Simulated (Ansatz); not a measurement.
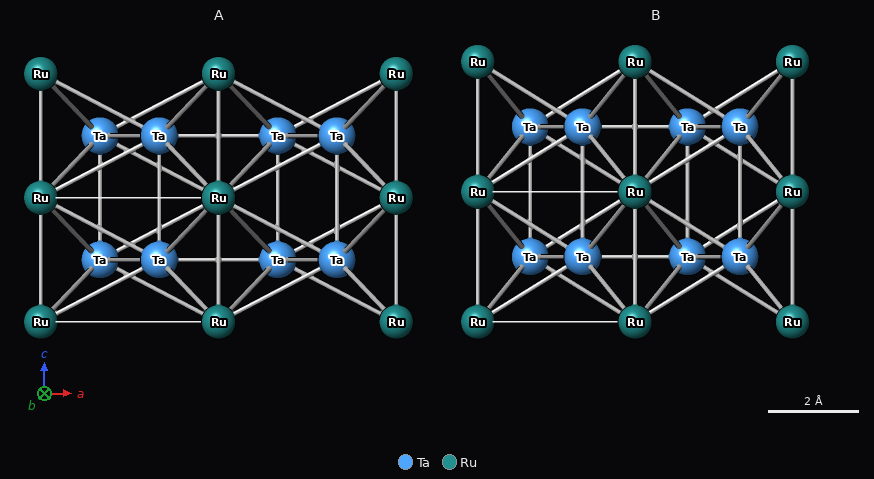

Two geometries of solid Ta2Ru (a generated structure, set up in P6/mmm) (coarse preliminary run), drawn at one scale. One is the start of a relaxation, the other its converged end. The picture is a ball-and-stick view of the cell of the calculation, repeated 2 × 1 × 2 with one cell outlined, seen along the b axis.

Level of theory: DFT PBE, scalar-relativistic, plane waves, PAW in Ansatz 0.2.0. Settings: plane-wave cutoff 420 eV; k-point mesh 6 × 6 × 6; occupations gaussian; smearing width 0.1 eV; no spin polarisation; cell and atoms relaxed; force threshold 0.04 eV/Å; at most 70 steps.

> Which one is relaxed?

Structure A is the relaxed one. The energy falls by 829 meV per atom in 6 accepted moves (8 points after the start). All forces vanish by symmetry, so only the cell relaxes. Pressure: 67.12 GPa at the start and 0.05 GPa at the end. The SCF was repeated twice at an unchanged geometry on a basis and grid sized afresh for the cell, which shifted the energy by 6.2 meV per atom at most. The atoms keep their places relative to the cell (all moves are under 0.005 Å). Cell: a = b 4.058 → 4.584 Å (+13.0 %), c 2.907 → 2.773 Å (−4.6 %). Volume +21.7 %. Some distances before and after: Ta–Ta 2.343 → 2.647 Å, Ru–Ta 2.757 → 2.988 Å, Ta–Ta 2.907 → 2.773 Å, Ru–Ru 2.907 → 2.773 Å. The space group stays P6/mmm (No. 191).
